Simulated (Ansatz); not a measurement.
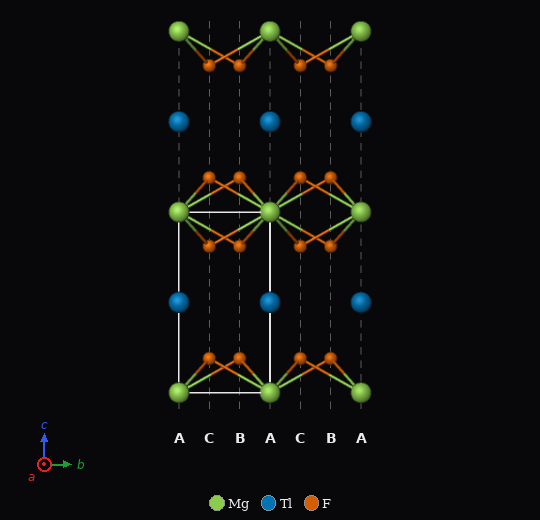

Projection along an edge of the hexagonal mesh, stacking direction c upwards. The dashed lines mark the three columns A (0, 0), B (1/3, 2/3) and C (2/3, 1/3). The sequence starts with the first layer at or above the cell's origin.

MgTlF₄: the end point of a relaxation with DFT PBE, scalar-relativistic, plane waves, PAW (Ansatz 0.2.0); the starting structure was generated, so it need not be a known form of this composition.

List the layers of one repeat.

Mg(A) – F(B)+F(C) – Tl(A) – F(B)+F(C) (four layers in 6.60 Å).
